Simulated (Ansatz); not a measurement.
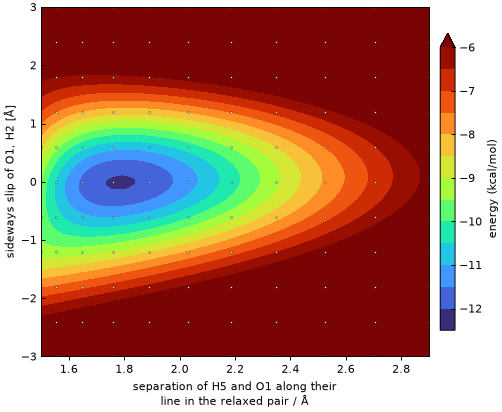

The pair HO···C₂H₄, charge −1. The first coordinate is: separation of H5 and O1 along their line in the relaxed pair; the second: sideways slip of O1, H2. Nothing is relaxed (both partners rigid). The scan uses an 11 × 11 grid. Points are written as (first, second). All energies are given in kcal/mol relative to the ion and the molecule far apart, frozen as in the relaxed pair, each in its own basis (no counterpoise correction). All numbers below come from RKS PBE0-D4/def2-TZVPD in Ansatz.

In the figure: filled contours, dots at the grid points, one colour for all values above the top of the scale. Between grid points the surface is interpolated.

Where is the minimum, and how stiff is the well along each coordinate?

The interpolated minimum is at the first coordinate ≈ 1.785 Å, sideways slip of O1, H2 ≈ −0.01 Å. The curvatures there are about 1.7 eV/Å² and 0.32 eV/Å², with a cross term of about −0.081 eV/Å². Round the minimum the two coordinates are weakly coupled (coupling −0.11 in units of the two stiffnesses). (1 eV is 23.1 kcal/mol.)
